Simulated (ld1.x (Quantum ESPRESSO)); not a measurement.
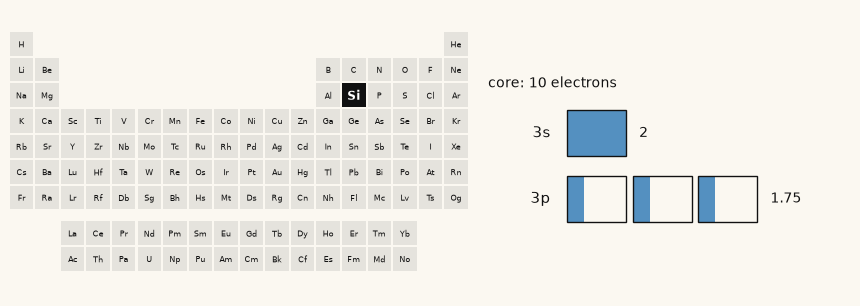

Left, the place of silicon in the periodic table; right, the valence shells of the reference configuration: a box for each of the 2l + 1 orbitals, shaded by the share of the shell that is filled, with the electron count at the right.

**Si: pseudopotential generation (part 1 of 2)**

Silicon (Si, Z = 14), core [Ne], reference valence 3s2 3p1.75 (an ion of charge +0.25), valence charge 4. Computed at this level: TM potential, LDA (PZ), scalar-relativistic, made with ld1.x (Quantum ESPRESSO) 7.5.

### Output
```
     Program LD1 v.7.5
     --------------------------- All-electron run ----------------------------

     Si
     scalar relativistic calculation

     atomic number is 14.00
     dft =PZ   lsd =0 sic =0 latt =0  beta=0.20 tr2=1.0E-14
     Exchange-correlation= PZ
                           (   1   1   0   0   0   0   0)
     mesh =1141 r(mesh) = 100.57892 a.u. xmin = -7.00 dx = 0.01250
     1 Ry =  13.60569312 eV, c = 137.03599908

     n l     nl                  e(Ry)          e(Ha)          e(eV)
     1 0     1S 1( 2.00)      -130.8736       -65.4368     -1780.6259
     2 0     2S 1( 2.00)       -10.3533        -5.1766      -140.8635
     2 1     2P 1( 6.00)        -7.1832        -3.5916       -97.7326
     3 0     3S 1( 2.00)        -0.9396        -0.4698       -12.7835
     3 1     3P 1( 1.75)        -0.4345        -0.2173        -5.9118

     final scf error:  6.0E-15 reached in  22 iterations

     Etot =    -577.546999 Ry,    -288.773500 Ha,   -7857.927238 eV

     Ekin =     578.420078 Ry,     289.210039 Ha,    7869.806082 eV
     Encl =   -1378.799847 Ry,    -689.399924 Ha,  -18759.527602 eV
     Eh   =     261.915954 Ry,     130.957977 Ha,    3563.548096 eV
     Exc  =     -39.083184 Ry,     -19.541592 Ha,    -531.753814 eV

     normalization and overlap integrals

     s(1S/1S) =  1.000000  <r> =   0.1116  <r2> =    0.0168  r(max) =   0.0732
     s(2S/2S) =  1.000000  <r> =   0.5706  <r2> =    0.3894  r(max) =   0.4543
     s(2P/2P) =  1.000000  <r> =   0.5386  <r2> =    0.3667  r(max) =   0.3861
     s(3S/3S) =  1.000000  <r> =   2.1329  <r2> =    5.2980  r(max) =   1.7744
     s(3P/3P) =  1.000000  <r> =   2.6896  <r2> =    8.6364  r(max) =   2.1137

     ------------------------ End of All-electron run ------------------------

     --------------------- Generating NC pseudopotential ---------------------

      Generating local pot.: lloc=2, matching radius rcloc =   1.9000

      Computing core charge for nlcc:

       r > 1.75 : true rho core
       r < 1.75 : rho core = a sin(br)/r    a=   0.13  b=   1.62

      Integrated core pseudo-charge :   0.16

      Wfc   3S  rcut= 1.937  Using Troullier-Martins method

      Wfc   3P  rcut= 1.937  Using Troullier-Martins method

     ------------------- End of pseudopotential generation -------------------

     --------------------------- All-electron run ----------------------------

     Si
     scalar relativistic calculation

     atomic number is 14.00
     dft =PZ   lsd =0 sic =0 latt =0  beta=0.20 tr2=1.0E-14
     Exchange-correlation= PZ
                           (   1   1   0   0   0   0   0)
     mesh =1141 r(mesh) = 100.57892 a.u. xmin = -7.00 dx = 0.01250
     1 Ry =  13.60569312 eV, c = 137.03599908

     n l     nl                  e(Ry)          e(Ha)          e(eV)
     1 0     1S 1( 2.00)      -130.8736       -65.4368     -1780.6259
     2 0     2S 1( 2.00)       -10.3533        -5.1766      -140.8635
     2 1     2P 1( 6.00)        -7.1832        -3.5916       -97.7326
     3 0     3S 1( 2.00)        -0.9396        -0.4698       -12.7835
     3 1     3P 1( 1.75)        -0.4345        -0.2173        -5.9118

     final scf error:  6.0E-15 reached in  22 iterations

     Etot =    -577.546999 Ry,    -288.773500 Ha,   -7857.927238 eV

     Ekin =     578.420078 Ry,     289.210039 Ha,    7869.806082 eV
     Encl =   -1378.799847 Ry,    -689.399924 Ha,  -18759.527602 eV
     Eh   =     261.915954 Ry,     130.957977 Ha,    3563.548096 eV
     Exc  =     -39.083184 Ry,     -19.541592 Ha,    -531.753814 eV

     normalization and overlap integrals

     s(1S/1S) =  1.000000  <r> =   0.1116  <r2> =    0.0168  r(max) =   0.0732
     s(2S/2S) =  1.000000  <r> =   0.5706  <r2> =    0.3894  r(max) =   0.4543
     s(2P/2P) =  1.000000  <r> =   0.5386  <r2> =    0.3667  r(max) =   0.3861
     s(3S/3S) =  1.000000  <r> =   2.1329  <r2> =    5.2980  r(max) =   1.7744
     s(3P/3P) =  1.000000  <r> =   2.6896  <r2> =    8.6364  r(max) =   2.1137

     ------------------------ End of All-electron run ------------------------

     Computing logarithmic derivative in   2.15375
     Computing logarithmic derivative in   2.15375
     Computing the partial wave expansion
     R is outside the sphere for l=    0 j= 0.00
     R is outside the sphere for l=    1 j= 0.00
       no projector for channel:   2

     ---------------------- Testing the pseudopotential ----------------------

     Si
     scalar relativistic calculation

     atomic number is 14.00   valence charge is  4.00
     dft =PZ   lsd =0 sic =0 latt =0  beta=0.20 tr2=1.0E-14
     mesh =1141 r(mesh) = 100.57892 xmin = -7.00 dx = 0.01250

     n l     nl             e AE (Ry)        e PS (Ry)    De AE-PS (Ry)
     1 0     3S   1( 2.00)       -0.93957       -0.93957        0.00000
     2 1     3P   1( 1.75)       -0.43451       -0.43451       -0.00000

     eps = 3.9E-16  iter =  4

     Etot =    -577.546999 Ry,    -288.773500 Ha,   -7857.927238 eV
     Etotps =    -7.504318 Ry,      -3.752159 Ha,    -102.101452 eV

     Ekin =       2.456438 Ry,       1.228219 Ha,      33.421541 eV
     Encl =     -15.314668 Ry,      -7.657334 Ha,    -208.366670 eV
     Ehrt =       5.325150 Ry,       2.662575 Ha,      72.452360 eV
     Ecxc =      -1.954234 Ry,      -0.977117 Ha,     -26.588714 eV
     (Ecc =      -0.054915 Ry,      -0.027457 Ha,      -0.747152 eV)
     Epseu=       1.982996 Ry,       0.991498 Ha,      26.980031 eV

     ---------------------- End of pseudopotential test ----------------------
```

### Output of the test run (extracts)
```
     ---------------------- Testing the pseudopotential ----------------------

     Si
     scalar relativistic calculation

     atomic number is 14.00   valence charge is  4.00
     dft =PZ   lsd =0 sic =0 latt =0  beta=0.20 tr2=1.0E-14
     mesh =1141 r(mesh) = 100.57892 xmin = -7.00 dx = 0.01250

     n l     nl             e AE (Ry)        e PS (Ry)    De AE-PS (Ry)
     1 0     3S   1( 2.00)       -0.93957       -0.93957        0.00000
     2 1     3P   1( 1.75)       -0.43451       -0.43451       -0.00000

     eps = 6.6E-16  iter =  4

     Etot =    -577.546999 Ry,    -288.773500 Ha,   -7857.927238 eV
     Etotps =    -7.504318 Ry,      -3.752159 Ha,    -102.101451 eV

     Ekin =       2.456438 Ry,       1.228219 Ha,      33.421542 eV
     Encl =     -15.314668 Ry,      -7.657334 Ha,    -208.366670 eV
     Ehrt =       5.325150 Ry,       2.662575 Ha,      72.452360 eV
     Ecxc =      -1.954234 Ry,      -0.977117 Ha,     -26.588714 eV
     (Ecc =      -0.054915 Ry,      -0.027457 Ha,      -0.747152 eV)
     Epseu=       1.982996 Ry,       0.991498 Ha,      26.980031 eV

     ---------------------- End of pseudopotential test ----------------------

     ---------------------- Testing the pseudopotential ----------------------

     Si
     scalar relativistic calculation

     atomic number is 14.00   valence charge is  4.00
     dft =PZ   lsd =0 sic =0 latt =0  beta=0.20 tr2=1.0E-14
     mesh =1141 r(mesh) = 100.57892 xmin = -7.00 dx = 0.01250

     n l     nl             e AE (Ry)        e PS (Ry)    De AE-PS (Ry)
     1 0     3S   1( 2.00)       -0.79999       -0.80016        0.00017
     2 1     3P   1( 2.00)       -0.30639       -0.30648        0.00009

     eps = 1.4E-17  iter =  6

     Etot =    -577.639429 Ry,    -288.819714 Ha,   -7859.184802 eV
     Etotps =    -7.596766 Ry,      -3.798383 Ha,    -103.359268 eV
     dEtot_ae =      -0.092429 Ry
     dEtot_ps =      -0.092448 Ry,   Delta E=       0.000019 Ry

     Ekin =       2.543483 Ry,       1.271741 Ha,      34.605843 eV
     Encl =     -15.931198 Ry,      -7.965599 Ha,    -216.754992 eV
     Ehrt =       5.874838 Ry,       2.937419 Ha,      79.931241 eV
     Ecxc =      -2.057435 Ry,      -1.028718 Ha,     -27.992834 eV
     (Ecc =      -0.054915 Ry,      -0.027457 Ha,      -0.747152 eV)
     Epseu=       1.973547 Ry,       0.986773 Ha,      26.851475 eV

     ---------------------- End of pseudopotential test ----------------------

     ---------------------- Testing the pseudopotential ----------------------

     Si
     scalar relativistic calculation

     atomic number is 14.00   valence charge is  4.00
     dft =PZ   lsd =0 sic =0 latt =0  beta=0.20 tr2=1.0E-14
     mesh =1141 r(mesh) = 100.57892 xmin = -7.00 dx = 0.01250

     n l     nl             e AE (Ry)        e PS (Ry)    De AE-PS (Ry)
     1 0     3S   1( 2.00)       -1.40446       -1.40322       -0.00124
     2 1     3P   1( 1.00)       -0.86384       -0.86296       -0.00089

     eps = 5.4E-15  iter =  8

     Etot =    -577.064005 Ry,    -288.532002 Ha,   -7851.355761 eV
     Etotps =    -7.021559 Ry,      -3.510779 Ha,     -95.533175 eV
     dEtot_ae =       0.482995 Ry
     dEtot_ps =       0.482759 Ry,   Delta E=       0.000235 Ry

     Ekin =       2.064796 Ry,       1.032398 Ha,      28.092982 eV
     Encl =     -13.180090 Ry,      -6.590045 Ha,    -179.324257 eV
     Ehrt =       3.708651 Ry,       1.854326 Ha,      50.458768 eV
     Ecxc =      -1.606225 Ry,      -0.803113 Ha,     -21.853810 eV
     (Ecc =      -0.054915 Ry,      -0.027457 Ha,      -0.747152 eV)
     Epseu=       1.991309 Ry,       0.995655 Ha,      27.093142 eV

     ---------------------- End of pseudopotential test ----------------------

     ---------------------- Testing the pseudopotential ----------------------

     Si
     scalar relativistic calculation

     atomic number is 14.00   valence charge is  4.00
     dft =PZ   lsd =0 sic =0 latt =0  beta=0.20 tr2=1.0E-14
     mesh =1141 r(mesh) = 100.57892 xmin = -7.00 dx = 0.01250

     n l     nl             e AE (Ry)        e PS (Ry)    De AE-PS (Ry)
     1 0     3S   1( 2.00)       -2.10683       -2.10096       -0.00587  !
     2 1     3P   1( 0.00)       -1.51840       -1.51348       -0.00492

     eps = 3.9E-16  iter =  7

     Etot =    -575.879637 Ry,    -287.939818 Ha,   -7835.241612 eV
     Etotps =    -5.839661 Ry,      -2.919831 Ha,     -79.452638 eV
     dEtot_ae =       1.667363 Ry
     dEtot_ps =       1.664657 Ry,   Delta E=       0.002706 Ry

     Ekin =       1.235295 Ry,       0.617647 Ha,      16.807038 eV
     Encl =      -9.756807 Ry,      -4.878403 Ha,    -132.748116 eV
     Ehrt =       1.842871 Ry,       0.921436 Ha,      25.073541 eV
     Ecxc =      -1.091291 Ry,      -0.545645 Ha,     -14.847764 eV
     (Ecc =      -0.054915 Ry,      -0.027457 Ha,      -0.747152 eV)
     Epseu=       1.930270 Ry,       0.965135 Ha,      26.262664 eV

     ---------------------- End of pseudopotential test ----------------------

     ---------------------- Testing the pseudopotential ----------------------

     Si
     scalar relativistic calculation

     atomic number is 14.00   valence charge is  4.00
     dft =PZ   lsd =0 sic =0 latt =0  beta=0.20 tr2=1.0E-14
     mesh =1141 r(mesh) = 100.57892 xmin = -7.00 dx = 0.01250

     n l     nl             e AE (Ry)        e PS (Ry)    De AE-PS (Ry)
     1 0     3S   1( 2.00)       -1.08744       -1.08717       -0.00027
     2 1     3P   1( 1.50)       -0.57065       -0.57047       -0.00017

     eps = 9.7E-17  iter =  6

     Etot =    -577.421518 Ry,    -288.710759 Ha,   -7856.219982 eV
     Etotps =    -7.378851 Ry,      -3.689425 Ha,    -100.394382 eV
     dEtot_ae =       0.125481 Ry
     dEtot_ps =       0.125467 Ry,   Delta E=       0.000014 Ry

     Ekin =       2.347634 Ry,       1.173817 Ha,      31.941186 eV
     Encl =     -14.648442 Ry,      -7.324221 Ha,    -199.302206 eV
     Ehrt =       4.776100 Ry,       2.388050 Ha,      64.982145 eV
     Ecxc =      -1.843806 Ry,      -0.921903 Ha,     -25.086254 eV
     (Ecc =      -0.054915 Ry,      -0.027457 Ha,      -0.747152 eV)
     Epseu=       1.989663 Ry,       0.994832 Ha,      27.070748 eV

     ---------------------- End of pseudopotential test ----------------------

     ---------------------- Testing the pseudopotential ----------------------

     Si
     scalar relativistic calculation

     atomic number is 14.00   valence charge is  4.00
     dft =PZ   lsd =0 sic =0 latt =0  beta=0.20 tr2=1.0E-14
     mesh =1141 r(mesh) = 100.57892 xmin = -7.00 dx = 0.01250

     n l     nl             e AE (Ry)        e PS (Ry)    De AE-PS (Ry)
     1 0     3S   1( 1.00)       -0.85547       -0.85511       -0.00035
     2 1     3P   1( 3.00)       -0.34880       -0.34863       -0.00017

     eps = 9.0E-15  iter =  8

     Etot =    -577.139155 Ry,    -288.569577 Ha,   -7852.378228 eV
     Etotps =    -7.096537 Ry,      -3.548269 Ha,     -96.553307 eV
     dEtot_ae =       0.407845 Ry
     dEtot_ps =       0.407781 Ry,   Delta E=       0.000064 Ry

     Ekin =       2.952465 Ry,       1.476233 Ha,      40.170333 eV
     Encl =     -15.364295 Ry,      -7.682147 Ha,    -209.041881 eV
     Ehrt =       5.669861 Ry,       2.834931 Ha,      77.142394 eV
     Ecxc =      -1.991232 Ry,      -0.995616 Ha,     -27.092098 eV
     (Ecc =      -0.054915 Ry,      -0.027457 Ha,      -0.747152 eV)
     Epseu=       1.636664 Ry,       0.818332 Ha,      22.267944 eV

     ---------------------- End of pseudopotential test ----------------------

     ---------------------- Testing the pseudopotential ----------------------

     Si
     scalar relativistic calculation

     atomic number is 14.00   valence charge is  4.00
     dft =PZ   lsd =0 sic =0 latt =0  beta=0.20 tr2=1.0E-14
     mesh =1141 r(mesh) = 100.57892 xmin = -7.00 dx = 0.01250

     n l     nl             e AE (Ry)        e PS (Ry)    De AE-PS (Ry)
     1 0     3S   1( 2.00)       -0.64538       -0.64564        0.00026
     2 1     3P   1( 2.30)       -0.16491       -0.16503        0.00011

     eps = 1.5E-15  iter =  6

     Etot =    -577.709759 Ry,    -288.854880 Ha,   -7860.141699 eV
     Etotps =    -7.667130 Ry,      -3.833565 Ha,    -104.316619 eV
     dEtot_ae =      -0.162760 Ry
     dEtot_ps =      -0.162812 Ry,   Delta E=       0.000052 Ry

     Ekin =       2.619036 Ry,       1.309518 Ha,      35.633798 eV
     Encl =     -16.598126 Ry,      -8.299063 Ha,    -225.829013 eV
     Ehrt =       6.521326 Ry,       3.260663 Ha,      88.727154 eV
     Ecxc =      -2.169357 Ry,      -1.084679 Ha,     -29.515612 eV
     (Ecc =      -0.054915 Ry,      -0.027457 Ha,      -0.747152 eV)
     Epseu=       1.959992 Ry,       0.979996 Ha,      26.667054 eV

     ---------------------- End of pseudopotential test ----------------------
```

(Continued in part 2.) Outcome of the run: generated, with a spurious state above the valence levels.
